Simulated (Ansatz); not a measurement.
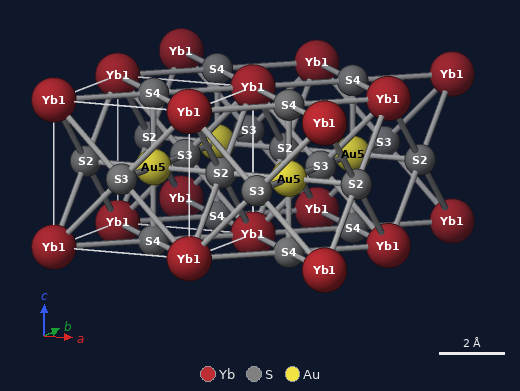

This is the input geometry for a relaxation of solid YbAuS3 (a generated structure, set up in Pm-3m) (coarse preliminary run). A ball-and-stick model of the cell of the calculation, repeated 2 × 2 × 1 with one cell outlined, seen from a free direction.

All numbers below come from Ansatz 0.2.0, DFT PBE, scalar-relativistic, plane waves, PAW.

Input
```yaml
crystal:
  lattice:
    - [4.6605629, 0.0, 0.0]
    - [0.0, 4.6605629, 0.0]
    - [0.0, 0.0, 4.6605629]
  atoms:
    - { symbol: Yb, position: [0.0, 0.0, 0.0], spin: 1.0 }
    - { symbol: S, position: [0.0, 0.5, 0.5] }
    - { symbol: S, position: [0.5, 0.0, 0.5] }
    - { symbol: S, position: [0.5, 0.5, 0.0] }
    - { symbol: Au, position: [0.5, 0.5, 0.5] }
basis:
  ecutwfc: 420
kpoints:
  mp_grid: { grid: [4, 4, 4] }
hamiltonian:
  xc: pbe
scf:
  occupations: { method: gaussian, width: 0.1 }
  lower_state_search: "off"
output:
  forces: true
  stress: true
  eigenvalues: true
  populations: true
magnetization:
  spin_polarized: true
relax:
  adjacent_minimum: "off"
  f_tol: 0.04
  max_steps: 70
  cell: { stress_tol: 0.4 }
```

Launched with:
```bash
ansatz run input.yaml --threads 1 --pin off --max-ram 2560MiB --backend cpu --events-out ev --progress --plain --runs-dir out
```

**What does the optimiser find from here?**

The atoms keep their places relative to the cell (all moves are under 0.005 Å). The drawn cell changes as follows: a = b = c 4.661 → 4.824 Å (+3.5 %); the volume changes by +10.9 %. Some distances before and after: Yb1–S2 3.296 → 3.411 Å, S2–Au5 2.330 → 2.412 Å. The space group stays Pm-3m (No. 221). After 1 accepted move (2 points after the start) the energy has fallen by 64.5 meV per atom. All forces vanish by symmetry, so only the cell relaxes. Pressure: 10.08 GPa at the start and 0.20 GPa at the end. At 1 point the geometry stayed and the basis and grid were re-selected for the new cell (energy shift of 0.5 meV per atom at most each time). The run took 22 s on 1 thread of Intel(R) Xeon(R) Platinum 8488C (Sapphire Rapids), on a shared host, peak memory 0.51 GiB.

Step by step:

| step | E − E(0), meV/atom | pressure, GPa | volume, Å³/atom | note |
| --- | --- | --- | --- | --- |
| 0 | 0.00 | 10.08 | 20.246 |  |
| 1 | -64.04 | 0.20 | 22.453 |  |
| 2 | -64.50 | 0.20 | 22.453 | same geometry, new basis |

Final geometry:

```
Yb S Au
1.0
     4.82410    0.00000    0.00000
     0.00000    4.82410    0.00000
     0.00000    0.00000    4.82410
Yb S Au
1 3 1
Direct
  0.00000 0.00000 0.00000
  0.00000 0.50000 0.50000
  0.50000 0.00000 0.50000
  0.50000 0.50000 0.00000
  0.50000 0.50000 0.50000
```

After the run, drawn alike:

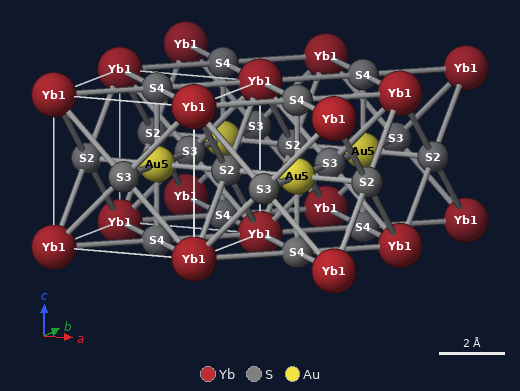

Limits of the set-up: 4f states are treated without a Hubbard U.
